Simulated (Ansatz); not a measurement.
# Fields on a plane of RuSi (FeSi type, space group P2_13)

```yaml
crystal:
  lattice:
    - [4.73591, 0.00000, 0.00000]
    - [0.00000, 4.73591, 0.00000]
    - [0.00000, 0.00000, 4.73591]
  atoms:
    - { symbol: Ru, position: [0.12921, 0.12921, 0.12921] }
    - { symbol: Ru, position: [0.62921, 0.37079, 0.87079] }
    - { symbol: Ru, position: [0.87079, 0.62921, 0.37079] }
    - { symbol: Ru, position: [0.37079, 0.87079, 0.62921] }
    - { symbol: Si, position: [0.83761, 0.83761, 0.83761] }
    - { symbol: Si, position: [0.33761, 0.66239, 0.16239] }
    - { symbol: Si, position: [0.16239, 0.33761, 0.66239] }
    - { symbol: Si, position: [0.66239, 0.16239, 0.33761] }
```

The slice is a {210} plane (indices of the conventional cell) through the point (0.838, 0.838, 0.838) (fractional), spanned by u = [100] and v = [021] in vectors of this cell: u (4.74 Å) and v (10.59 Å, at 90° to u). It covers one period; positions are fractions (u, v).

Atoms on it: Si at (0.00, 0.00). Other atoms lie within 1 Å of the plane.

All values below come from PBE (plane waves to 420 eV, PAW, scalar-relativistic; Ansatz, a first-principles code). k mesh 10×10×10. Inside the PAW spheres the values are not all-electron values, and peaks at nuclei hang on which shells count as valence. RuSi is run without spin polarisation. RuSi was relaxed with its symmetry unable to fall.

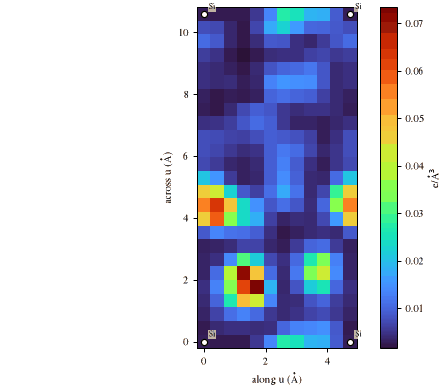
Density of the highest valence band (whole band, smooth part) in e/Å³, one period of the plane, atoms marked. 

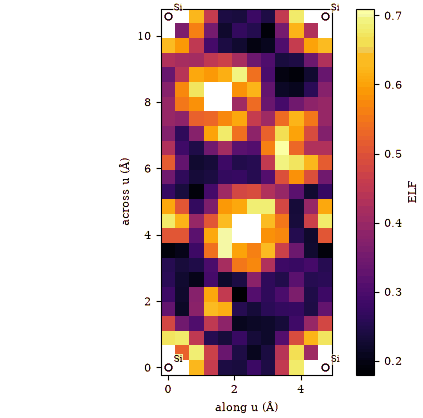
Figure: Electron localisation function (ELF), one period of the plane, atoms marked. Points within 0.5 Å of a nucleus are left white, as the pseudised field means little there.
